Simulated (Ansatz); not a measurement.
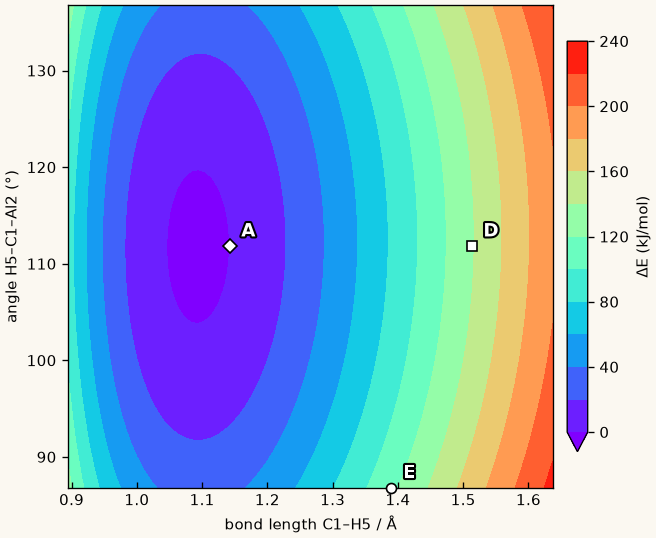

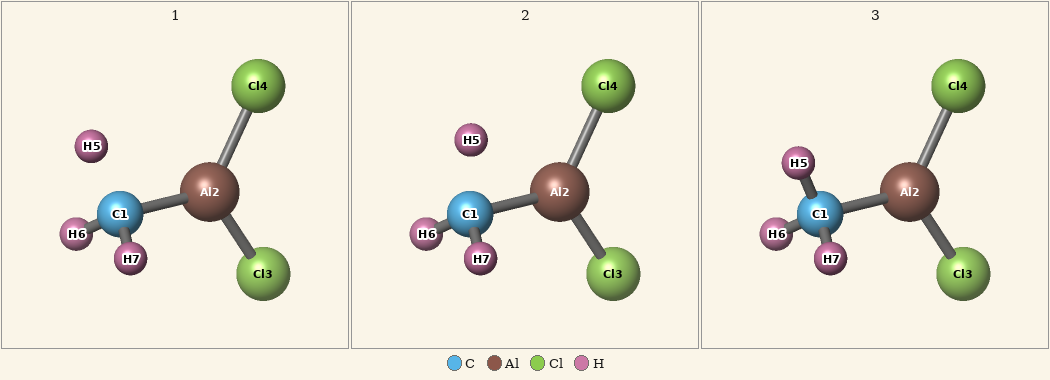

CH3AlCl2, SMILES [CH3][Al]([Cl])[Cl]. First axis: bond length C1–H5. Second axis: angle H5–C1–Al2. Nothing is relaxed (all other coordinates rigid). The scan uses a 7 × 7 grid. Points are written as (first, second). All energies are given in kJ/mol relative to the lowest grid point. The reference is spin-restricted, which grows unreliable where a bond is stretched far. All numbers below come from RKS PBE0-D4/def2-TZVP in Ansatz.

In the figure: filled contours, lettered points. Between grid points the surface is interpolated. The numbered pictures are the structures at these points, in random order.

Which structure belongs to which point?

A is structure 3: (1.142 Å, 111.8°), 0 kJ/mol; D is structure 1: (1.513 Å, 111.8°), 138 kJ/mol; E is structure 2: (1.390 Å, 86.8°), 116 kJ/mol.
